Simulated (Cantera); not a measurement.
Charge: 1 mol PbS, 27 mol H2, 0.84 mol N2, held at 24.0 mbar.

Equilibrium computed with Cantera from the NASA thermochemical tables; the gas is ideal and each condensed phase is pure. Candidate condensed phases: Pb, PbS, S; 18 gas species. Kinetics and transport are ignored.

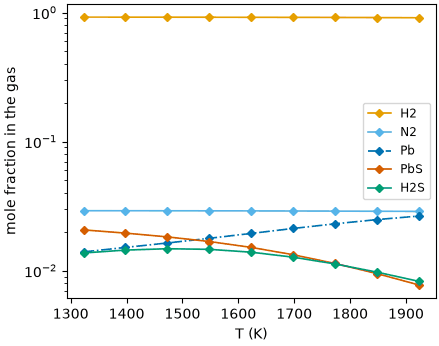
Figure. Equilibrium gas composition (values under 1e-9 drawn at 1e-9)

Read off the mole fractions at 1398 K.

H2 about 0.92, N2 about 0.029, PbS about 0.020, Pb about 0.015, H2S about 0.014.
